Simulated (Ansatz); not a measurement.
**BClH₂OSi: a spread of methods and bases**

Aim: run BClH₂OSi under a spread of inputs, and see what each costs and gives.

Computed with Ansatz 0.2.0, Gaussian basis. Level: the settings change from run to run.

### Step 1. The geometry

An earlier PBE0-D4 in a triple-zeta def2 set relaxation fixed the geometry.

SMILES `ClB1O[SiH2]1`, 6 atoms, charge 0, spin multiplicity 1.

Atoms are counted from 1 here; the program's logs count them from 0.

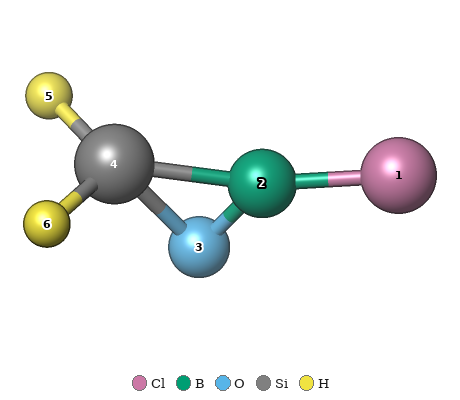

The structure; chlorine pink, boron teal, oxygen blue, silicon grey, hydrogen yellow; atoms are numbered from 1 in the order of the file.

### Step 2. SVWN5/def2-TZVP

This run has atoms shaken by 0.08 Å, finite nuclei, a point charge of 2.00 e beside it.

in.yaml reads:

```yaml
crystal:
  periodic: [false, false, false]
  atoms:
    - {symbol: Cl, position_ang: [-0.064977, -2.785898, 0.475291]}
    - {symbol: B, position_ang: [-0.160704, -1.062983, 0.120663]}
    - {symbol: O, position_ang: [-0.906010, -0.252275, -0.502676]}
    - {symbol: Si, position_ang: [0.357650, 0.885502, 0.092043]}
    - {symbol: H, position_ang: [1.049571, 1.438847, -1.287767]}
    - {symbol: H, position_ang: [0.143126, 1.852493, 0.952707]}
basis:
  gaussian: {orbitals: def2-TZVP, nuclear_model: gaussian, point_charges: [{charge: 2.00, position_ang: [5.585, 0.190, -0.642]}]}
hamiltonian: {xc: {name: SVWN5}}
output: {forces: true}
```

Run with:

```
$ ansatz run in.yaml --threads 2 --pin off --events-out ev --progress --plain --max-ram 4352MiB
```

What it wrote:

```text
Functional definition: SVWN5
  name "SVWN5"
  cite "Dirac, Proc. Camb. Phil. Soc. 26, 376 (1930) doi:10.1017/S0305004100016108"
  cite "Slater, Phys. Rev. 81, 385 (1951) doi:10.1103/PhysRev.81.385"
  cite "Vosko, Wilk & Nusair, Can. J. Phys. 58, 1200 (1980) doi:10.1139/p80-159"
  exchange = slater_x
  correlation = vwn5_c
916 factors; their error is unknown
mean field evaluation 1: about -23057.3273 eV, gradient 6.3e1 eV
mean field evaluation 2: about -22991.4406 eV, gradient 1.7e2 eV
mean field evaluation 4: about -23064.0681 eV, gradient 2.0e1 eV
mean field evaluation 8: about -23064.9439 eV, gradient 2.0e-1 eV
mean field evaluation 16: about -23064.9356 eV, gradient 2.7e-4 eV
mean field -23064.93559863 eV, -847.6207492749 hartree, gradient 2.3e-5 eV, S^2 0.000000; 0 other end points of the search recorded, 0 dependent functions left out
the calculation of the forces begins
reference -23064.93563538 eV, -847.6207506255 hartree; 23, 23 occupied and 125, 125 virtual orbitals, 916 factors
Total energy: -23064.93563538 eV, -847.6207506255 hartree
Atom 0 at    -0.064977    -2.785898     0.475291 Å, force    -0.152813     1.242608    -0.323768 eV/Å
Atom 1 at    -0.160704    -1.062983     0.120663 Å, force     2.517095    -1.858501     1.787624 eV/Å
Atom 2 at    -0.906010    -0.252275    -0.502676 Å, force    -1.891710     2.342141    -1.117349 eV/Å
Atom 3 at     0.357650     0.885502     0.092043 Å, force     1.715692    -4.616262    -4.701613 eV/Å
Atom 4 at     1.049571     1.438847    -1.287767 Å, force    -0.701849    -0.436210     1.495995 eV/Å
Atom 5 at     0.143126     1.852493     0.952707 Å, force    -1.310177     3.360591     2.847213 eV/Å
Dipole moment:    -0.357366     0.120775     0.198523 e Å
```

It took 1.1 s on 2 threads of Arm Neoverse V2, shared host.

Largest force 6.809 eV/Å, dipole 2.05 D.

### Step 3. LC-wPBE/ANO-RCC-VTZP

Set apart from the defaults: atoms shaken by 0.08 Å, density fitting with cc-pVTZ-jkfit, high accuracy.

in.yaml reads:

```yaml
crystal:
  periodic: [false, false, false]
  atoms:
    - {symbol: Cl, position_ang: [-0.241839, -2.698300, 0.441704]}
    - {symbol: B, position_ang: [-0.165666, -1.036776, 0.193504]}
    - {symbol: O, position_ang: [-1.045690, -0.202361, -0.352502]}
    - {symbol: Si, position_ang: [0.413289, 0.877607, 0.034633]}
    - {symbol: H, position_ang: [0.978870, 1.428540, -1.174716]}
    - {symbol: H, position_ang: [-0.078723, 1.665626, 1.148813]}
basis:
  gaussian: {orbitals: ANO-RCC-VTZP, fitting: {mean_field: cc-pVTZ-jkfit}}
hamiltonian: {xc: {name: LC-wPBE}}
accuracy: high
```

The command is unchanged.

What it wrote, shortened:

```text
Functional definition: LC-wPBE
  name "LC-wPBE"
  cite "Vydrov & Scuseria, J. Chem. Phys. 125, 234109 (2006) doi:10.1063/1.2409292"
  cite "Heyd & Scuseria, J. Chem. Phys. 120, 7274 (2004) doi:10.1063/1.1668634"
  cite "Ernzerhof & Perdew, J. Chem. Phys. 109, 3313 (1998) doi:10.1063/1.476928"
  cite "Perdew, Burke & Ernzerhof, Phys. Rev. Lett. 77, 3865 (1996) doi:10.1103/PhysRevLett.77.3865"
  parent pbe
[...]
460 factors; integrals over basis functions are off by at most 4.4e-1 eV
460 factors; integrals over basis functions are off by at most 6.6e-3 eV
[...]
mean field -23208.64670404 eV, -852.9020349877 hartree, gradient 5.7e-8 eV, S^2 0.000000; 0 other end points of the search recorded, 0 dependent functions left out
reference -23208.64670404 eV, -852.9020349877 hartree; 23, 23 occupied and 133, 133 virtual orbitals, 460 factors
Total energy: -23208.64670404 eV, -852.9020349877 hartree
Relativity: scalar
```

Wall time 6 s (2 threads of Arm Neoverse V2, shared host); peak memory 0.29 GiB.

### Step 4. wB97M-V/def2-TZVPD

Set apart from the defaults: density fitting with def2-universal-jkfit.

in.yaml reads:

```yaml
crystal:
  periodic: [false, false, false]
  atoms:
    - {symbol: Cl, position_ang: [-0.101753, -2.743410, 0.480814]}
    - {symbol: B, position_ang: [-0.099861, -1.050422, 0.152787]}
    - {symbol: O, position_ang: [-1.040305, -0.245578, -0.364586]}
    - {symbol: Si, position_ang: [0.342185, 0.776457, -0.031973]}
    - {symbol: H, position_ang: [0.900409, 1.382899, -1.262298]}
    - {symbol: H, position_ang: [0.041323, 1.815955, 0.978956]}
basis:
  gaussian: {orbitals: def2-TZVPD, fitting: {mean_field: def2-universal-jkfit}}
hamiltonian: {xc: {name: wB97M-V}}
output: {forces: true}
```

The command is unchanged.

What it wrote, shortened:

```text
Functional definition: wB97M-V
  name "wB97M-V"
  cite "Mardirossian & Head-Gordon, J. Chem. Phys. 144, 214110 (2016) doi:10.1063/1.4952647"
  cite "Becke, J. Chem. Phys. 107, 8554 (1997) doi:10.1063/1.475007"
  cite "Vydrov & Van Voorhis, J. Chem. Phys. 133, 244103 (2010) doi:10.1063/1.3521275"
  # Of w^i u^j: cxij and so on, Table III.
[...]
  gx(w, u) = 1 - cx + cx01*u + cx10*w
  gss(w, u) = css00 + css04*u^4 + css10*w + css20*w^2 + css43*w^4*u^3
  gos(w, u) = cos00 + cos10*w + (cos20 + cos21*u)*w^2 + (cos60 + cos61*u)*w^6
[...]
      + integral(e_c_pw_mod_opposite_spin*gos(b97_w_opposite, b97_u_opposite)) + vv10(b, c)
444 factors; integrals over basis functions are off by at most 8.8e-1 eV
444 factors; integrals over basis functions are off by at most 8.3e-4 eV
[...]
mean field -23157.51177019 eV, -851.0228608291 hartree, gradient 7.9e-5 eV, S^2 0.000000; 0 other end points of the search recorded, 0 dependent functions left out
[...]
reference -23157.51184361 eV, -851.0228635274 hartree; 23, 23 occupied and 161, 161 virtual orbitals, 444 factors
Total energy: -23157.51184361 eV, -851.0228635274 hartree
Atom 0 at    -0.101753    -2.743410     0.480814 Å, force    -0.014567    -0.150648     0.023579 eV/Å
Atom 1 at    -0.099861    -1.050422     0.152787 Å, force     0.084096     0.112020     0.008380 eV/Å
Atom 2 at    -1.040305    -0.245578    -0.364586 Å, force    -0.048962     0.041263    -0.025193 eV/Å
Atom 3 at     0.342185     0.776457    -0.031973 Å, force    -0.007148     0.177253    -0.036053 eV/Å
Atom 4 at     0.900409     1.382899    -1.262298 Å, force    -0.058430    -0.064489     0.151206 eV/Å
Atom 5 at     0.041323     1.815955     0.978956 Å, force     0.045012    -0.115399    -0.121919 eV/Å
Dipole moment:     0.247020     0.288443     0.038746 e Å
```

Wall time 8.5 s (2 threads of Arm Neoverse V2, shared host); peak memory 0.4 GiB.

Largest force 0.181 eV/Å, dipole 1.83 D.

### Step 5. LC-wPBE/def2-mTZVPP

Options: high accuracy.

Changes to in.yaml since step 4:

```diff
@@ -10,4 +10,5 @@
 basis:
-  gaussian: {orbitals: def2-TZVPD, fitting: {mean_field: def2-universal-jkfit}}
-hamiltonian: {xc: {name: wB97M-V}}
+  gaussian: {orbitals: def2-mTZVPP}
+hamiltonian: {xc: {name: LC-wPBE}}
+accuracy: high
 output: {forces: true}
```

Same command.

What it wrote, shortened:

```text
Functional definition: LC-wPBE
  name "LC-wPBE"
  cite "Vydrov & Scuseria, J. Chem. Phys. 125, 234109 (2006) doi:10.1063/1.2409292"
  cite "Heyd & Scuseria, J. Chem. Phys. 120, 7274 (2004) doi:10.1063/1.1668634"
  cite "Ernzerhof & Perdew, J. Chem. Phys. 109, 3313 (1998) doi:10.1063/1.476928"
  cite "Perdew, Burke & Ernzerhof, Phys. Rev. Lett. 77, 3865 (1996) doi:10.1103/PhysRevLett.77.3865"
  parent pbe
[...]
2033 factors; integrals over basis functions are off by at most 4.0e-9 eV
558 factors; integrals over basis functions are off by at most 2.1e-9 eV
[...]
mean field -23151.15735832 eV, -850.7893405002 hartree, gradient 6.7e-8 eV, S^2 0.000000; 0 other end points of the search recorded, 0 dependent functions left out
[...]
reference -23151.15735832 eV, -850.7893405002 hartree; 23, 23 occupied and 84, 84 virtual orbitals, 2033 factors
Total energy: -23151.15735832 eV, -850.7893405002 hartree
Atom 0 at    -0.101753    -2.743410     0.480814 Å, force     0.000461     0.000852    -0.000067 eV/Å
Atom 1 at    -0.099861    -1.050422     0.152787 Å, force     0.024486     0.300561    -0.051249 eV/Å
Atom 2 at    -1.040305    -0.245578    -0.364586 Å, force    -0.028815    -0.116179     0.013212 eV/Å
Atom 3 at     0.342185     0.776457    -0.031973 Å, force    -0.025857    -0.035435    -0.001840 eV/Å
Atom 4 at     0.900409     1.382899    -1.262298 Å, force    -0.014073    -0.060947     0.097236 eV/Å
Atom 5 at     0.041323     1.815955     0.978956 Å, force     0.043797    -0.088852    -0.057291 eV/Å
Dipole moment:     0.261049     0.332634     0.035574 e Å
```

Wall time 5 s (2 threads of Arm Neoverse V2, shared host); peak memory 0.33 GiB.

Largest force 0.306 eV/Å, dipole 2.04 D.

### Step 6. revPBE/cc-pVDZ

Set apart from the defaults: charge +1, multiplicity 2.

Changes to in.yaml since step 5:

```diff
@@ -10,5 +10,6 @@
 basis:
-  gaussian: {orbitals: def2-mTZVPP}
-hamiltonian: {xc: {name: LC-wPBE}}
-accuracy: high
+  gaussian: {orbitals: cc-pVDZ}
+total_charge: 1
+magnetization: {spin_polarized: true, initial_magnetization: 1}
+hamiltonian: {xc: {name: revPBE}}
 output: {forces: true}
```

The command is unchanged.

What it wrote, shortened:

```text
Functional definition: revPBE
  name "revPBE"
  cite "Zhang & Yang, Phys. Rev. Lett. 80, 890 (1998) doi:10.1103/PhysRevLett.80.890"
  cite "Perdew, Burke & Ernzerhof, Phys. Rev. Lett. 77, 3865 (1996) doi:10.1103/PhysRevLett.77.3865"
[...]
907 factors; their error is unknown
[...]
mean field -23143.68313881 eV, -850.5146679995 hartree, gradient 3.5e-5 eV, S^2 0.751645; 2 other end points of the search recorded, 0 dependent functions left out
[...]
reference -23143.68317816 eV, -850.5146694456 hartree; 23, 22 occupied and 51, 52 virtual orbitals, 907 factors
Total energy: -23143.68317816 eV, -850.5146694456 hartree
Atom 0 at    -0.101753    -2.743410     0.480814 Å, force     0.636165     0.807340     0.087484 eV/Å
Atom 1 at    -0.099861    -1.050422     0.152787 Å, force    -1.985268    -4.689824     0.147374 eV/Å
Atom 2 at    -1.040305    -0.245578    -0.364586 Å, force     0.183011    -0.012174     0.072710 eV/Å
Atom 3 at     0.342185     0.776457    -0.031973 Å, force     0.591366     4.343183    -0.615129 eV/Å
Atom 4 at     0.900409     1.382899    -1.262298 Å, force     0.481354    -0.322348    -0.351821 eV/Å
Atom 5 at     0.041323     1.815955     0.978956 Å, force     0.093372    -0.126177     0.659382 eV/Å
Dipole moment:     0.399453     0.644951     0.028152 e Å
```

Run time: 1.9 s. Hardware: 2 threads of Arm Neoverse V2, shared host.

Largest force 5.095 eV/Å, ⟨S²⟩ 0.752.

### Step 7. wPBEh/6-31G*

Options: charge -1, multiplicity 2, atoms shaken by 0.03 Å.

in.yaml reads:

```yaml
crystal:
  periodic: [false, false, false]
  atoms:
    - {symbol: Cl, position_ang: [-0.064634, -2.798416, 0.501901]}
    - {symbol: B, position_ang: [-0.090633, -1.034410, 0.149477]}
    - {symbol: O, position_ang: [-1.059474, -0.188230, -0.402708]}
    - {symbol: Si, position_ang: [0.345358, 0.786864, -0.029613]}
    - {symbol: H, position_ang: [0.867833, 1.363393, -1.257623]}
    - {symbol: H, position_ang: [0.072786, 1.849368, 1.010550]}
basis:
  gaussian: {orbitals: "6-31G*"}
total_charge: -1
magnetization: {spin_polarized: true, initial_magnetization: 1}
hamiltonian: {xc: {name: wPBEh}}
output: {forces: true}
```

Launched as before.

What it wrote, shortened:

```text
Functional definition: wPBEh
  name "wPBEh"
  cite "Heyd, Scuseria & Ernzerhof, J. Chem. Phys. 118, 8207 (2003) doi:10.1063/1.1564060"
  cite "Krukau, Vydrov, Izmaylov & Scuseria, J. Chem. Phys. 125, 224106 (2006) doi:10.1063/1.2404663"
  cite "Heyd & Scuseria, J. Chem. Phys. 120, 7274 (2004) doi:10.1063/1.1668634"
  cite "Ernzerhof & Perdew, J. Chem. Phys. 109, 3313 (1998) doi:10.1063/1.476928"
  cite "Perdew, Burke & Ernzerhof, Phys. Rev. Lett. 77, 3865 (1996) doi:10.1103/PhysRevLett.77.3865"
  parent pbe
[...]
661 factors; integrals over basis functions are off by at most 8.9e-4 eV
77 factors; integrals over basis functions are off by at most 3.2e-7 eV
[...]
mean field -23146.34820165 eV, -850.6126072521 hartree, gradient 7.2e-7 eV, S^2 0.762184; 3 other end points of the search recorded, 0 dependent functions left out
[...]
reference -23146.34823871 eV, -850.6126086143 hartree; 24, 23 occupied and 48, 49 virtual orbitals, 661 factors
Total energy: -23146.34823871 eV, -850.6126086143 hartree
Atom 0 at    -0.064634    -2.798416     0.501901 Å, force    -0.272052    -0.764220    -0.435392 eV/Å
Atom 1 at    -0.090633    -1.034410     0.149477 Å, force    -1.580269     1.349367     0.556819 eV/Å
Atom 2 at    -1.059474    -0.188230    -0.402708 Å, force    -0.051325    -2.404121    -0.173020 eV/Å
Atom 3 at     0.345358     0.786864    -0.029613 Å, force     2.482630     1.350872     1.299365 eV/Å
Atom 4 at     0.867833     1.363393    -1.257623 Å, force    -0.315173     0.587032    -1.024771 eV/Å
Atom 5 at     0.072786     1.849368     1.010550 Å, force    -0.263811    -0.118930    -0.223001 eV/Å
Dipole moment:    -0.207886    -0.651945    -0.003396 e Å
```

Run time: 6 s. Hardware: 2 threads of Arm Neoverse V2, shared host.

Largest force 3.111 eV/Å, ⟨S²⟩ 0.762.

### Step 8. CCSD(T)/pcseg-2

Set apart from the defaults: unrestricted orbitals, 2 DIIS vectors.

in.yaml reads:

```yaml
crystal:
  periodic: [false, false, false]
  atoms:
    - {symbol: Cl, position_ang: [-0.101753, -2.743410, 0.480814]}
    - {symbol: B, position_ang: [-0.099861, -1.050422, 0.152787]}
    - {symbol: O, position_ang: [-1.040305, -0.245578, -0.364586]}
    - {symbol: Si, position_ang: [0.342185, 0.776457, -0.031973]}
    - {symbol: H, position_ang: [0.900409, 1.382899, -1.262298]}
    - {symbol: H, position_ang: [0.041323, 1.815955, 0.978956]}
basis:
  gaussian: {orbitals: pcseg-2}
magnetization: {spin_polarized: true, initial_magnetization: 0}
hamiltonian: {xc: {name: HF}}
correlation: {method: ccsd_t, diis_vectors: 2}
```

Same command.

What it wrote, shortened:

```text
Functional definition: HF
  name "HF"
  cite "Fock, Z. Phys. 61, 126 (1930) doi:10.1007/BF01340294"
  parent pbe
[...]
966 factors; integrals over basis functions are off by at most 9.2e-4 eV
[...]
mean field -23109.58664634 eV, -849.2616450127 hartree, gradient 4.7e-6 eV, S^2 0.000000; 0 other end points of the search recorded, 0 dependent functions left out
12 core orbitals not correlated: weight in the atoms' cores, before any rotation towards them, 1.000 or more for the frozen orbitals, at most 0.000 for the correlated occupied ones
reference -23109.58664634 eV, -849.2616450127 hartree; 11, 11 occupied and 133, 133 virtual orbitals, 966 factors
second order -16.70851070 eV of doubles, -0.00000000 eV of singles
cycle   1  -17.02365190 eV  change   -3.2e-1 eV  update   1.0e-1
[...]
cycle  11  -17.58469251 eV  change    5.2e-6 eV  update   2.3e-5
perturbative correction -0.74447673 eV, -0.0273590154 hartree
Total energy: -23127.91581558 eV, -849.9352295583 hartree
```

Wall time 70 s (2 threads of Arm Neoverse V2, shared host); peak memory 2.4 GiB.

⟨S²⟩ 0.000, T1 0.015.

### Step 9. BLYP/def2-TZVPD

Options: coordinates scaled by 0.96, a grid of angular degree 47, finite nuclei, D3(BJ) with three-body dispersion, high accuracy.

in.yaml reads:

```yaml
crystal:
  periodic: [false, false, false]
  atoms:
    - {symbol: Cl, position_ang: [-0.097683, -2.633673, 0.461582]}
    - {symbol: B, position_ang: [-0.095867, -1.008405, 0.146676]}
    - {symbol: O, position_ang: [-0.998692, -0.235755, -0.350003]}
    - {symbol: Si, position_ang: [0.328497, 0.745398, -0.030694]}
    - {symbol: H, position_ang: [0.864393, 1.327583, -1.211806]}
    - {symbol: H, position_ang: [0.039670, 1.743317, 0.939798]}
basis:
  gaussian: {orbitals: def2-TZVPD, final_grid: {core_spheres: 20, valence_spheres: 16, degree: 47}, nuclear_model: gaussian}
hamiltonian: {xc: {name: BLYP}, dispersion: d3bjatm}
accuracy: high
output: {forces: true}
```

The command is unchanged.

What it wrote, shortened:

```text
Functional definition: BLYP
  name "BLYP"
  cite "Becke, Phys. Rev. A 38, 3098 (1988) doi:10.1103/PhysRevA.38.3098"
  cite "Lee, Yang & Parr, Phys. Rev. B 37, 785 (1988) doi:10.1103/PhysRevB.37.785"
[...]
2864 factors; integrals over basis functions are off by at most 4.2e-9 eV
[...]
mean field -23158.34566060 eV, -851.0535057365 hartree, gradient 1.5e-8 eV, S^2 0.000000; 0 other end points of the search recorded, 0 dependent functions left out
[...]
reference -23158.34571392 eV, -851.0535076959 hartree; 23, 23 occupied and 161, 161 virtual orbitals, 2864 factors
Total energy: -23158.62770584 eV, -851.0638707078 hartree
Atom 0 at    -0.097683    -2.633673     0.461582 Å, force     0.046160    -2.625088     0.527401 eV/Å
Atom 1 at    -0.095867    -1.008405     0.146676 Å, force     1.889631    -1.323831     0.980043 eV/Å
Atom 2 at    -0.998692    -0.235755    -0.350003 Å, force    -3.914284     0.974084    -1.690608 eV/Å
Atom 3 at     0.328497     0.745398    -0.030694 Å, force     1.726222     1.496960     0.372356 eV/Å
Atom 4 at     0.864393     1.327583    -1.211806 Å, force     0.496732     0.551495    -1.059662 eV/Å
Atom 5 at     0.039670     1.743317     0.939798 Å, force    -0.244461     0.926380     0.870471 eV/Å
Dipole moment:     0.180388     0.211191     0.028169 e Å
```

It took 11 s on 2 threads of Arm Neoverse V2, shared host; peak memory 0.71 GiB.

Largest force 4.374 eV/Å, dipole 1.34 D.

### Step 10. rPW86-PBE/def2-mTZVP

Options: charge +1, multiplicity 2, a grid of angular degree 11, D3(BJ) dispersion.

in.yaml reads:

```yaml
crystal:
  periodic: [false, false, false]
  atoms:
    - {symbol: Cl, position_ang: [-0.101753, -2.743410, 0.480814]}
    - {symbol: B, position_ang: [-0.099861, -1.050422, 0.152787]}
    - {symbol: O, position_ang: [-1.040305, -0.245578, -0.364586]}
    - {symbol: Si, position_ang: [0.342185, 0.776457, -0.031973]}
    - {symbol: H, position_ang: [0.900409, 1.382899, -1.262298]}
    - {symbol: H, position_ang: [0.041323, 1.815955, 0.978956]}
basis:
  gaussian: {orbitals: def2-mTZVP, final_grid: {core_spheres: 5, valence_spheres: 4, degree: 11}}
total_charge: 1
magnetization: {spin_polarized: true, initial_magnetization: 1}
hamiltonian: {xc: {name: rPW86-PBE}, dispersion: d3bj}
```

The command is unchanged.

What it wrote:

```text
Functional definition: rPW86-PBE
  name "rPW86-PBE"
  cite "Murray, Lee & Langreth, J. Chem. Theory Comput. 5, 2754 (2009) doi:10.1021/ct900365q"
  cite "Perdew, Burke & Ernzerhof, Phys. Rev. Lett. 77, 3865 (1996) doi:10.1103/PhysRevLett.77.3865"
  parent pbe
  exchange = rpw86_x
  correlation = pbe_c
857 factors; their error is unknown
mean field evaluation 1: about -23152.8948 eV, gradient 7.3e1 eV
mean field evaluation 2: about -22963.7146 eV, gradient 1.6e2 eV
mean field evaluation 4: about -23154.0497 eV, gradient 5.7e1 eV
mean field evaluation 8: about -23173.3244 eV, gradient 2.7e-1 eV
mean field evaluation 16: about -23173.3053 eV, gradient 1.5e-3 eV
mean field -23173.30533949 eV, -851.6032637958 hartree, gradient 3.2e-5 eV, S^2 0.751385; 2 other end points of the search recorded, 0 dependent functions left out
reference -23173.30544807 eV, -851.6032677861 hartree; 23, 22 occupied and 70, 71 virtual orbitals, 857 factors
Total energy: -23173.42720129 eV, -851.6077421343 hartree
```

It took 1.7 s on 2 threads of Arm Neoverse V2, shared host.

⟨S²⟩ 0.751.

### Step 11. The runs in one table

```csv
level,charge,multiplicity,geometry,functions,energy (eV),time
SVWN5/def2-TZVP,0,1,"shaken, point charge",148,-23064.936,1.1 s
LC-wPBE/ANO-RCC-VTZP,0,1,shaken,156,-23208.647,6 s
wB97M-V/def2-TZVPD,0,1,relaxed,184,-23157.512,8.5 s
LC-wPBE/def2-mTZVPP,0,1,relaxed,107,-23151.157,5 s
revPBE/cc-pVDZ,1,2,relaxed,74,-23143.683,1.9 s
wPBEh/6-31G*,-1,2,shaken,72,-23146.348,6 s
CCSD(T)/pcseg-2,0,1,relaxed,156,-23127.916,70 s
BLYP/def2-TZVPD,0,1,scaled,184,-23158.628,11 s
rPW86-PBE/def2-mTZVP,1,2,relaxed,93,-23173.427,1.7 s
```

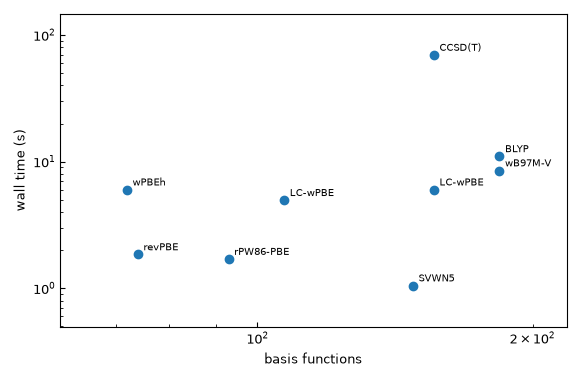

Wall time against the number of basis functions (shared host).

### Step 12. What came out

```
                                         quantity                   value
                                             runs                       9
                                         quickest  SVWN5/def2-TZVP, 1.1 s
                                          slowest   CCSD(T)/pcseg-2, 70 s
spread of total energies, same state and geometry                 29.6 eV
                  dipole, same state and geometry          1.83 to 2.04 D
```

What this shows: CCSD(T)/pcseg-2 took 66 times as long as SVWN5/def2-TZVP. The jobs differ in tasks and options as well as level. The totals spread over 30 eV; they can't be compared across methods or bases. At the PBE0-D4/def2-TZVP geometry and in the same state, runs without warnings or point charges leave forces up to 0.31 eV/Å (LC-wPBE/def2-mTZVPP), against 4.4 eV/Å where the atoms were moved.
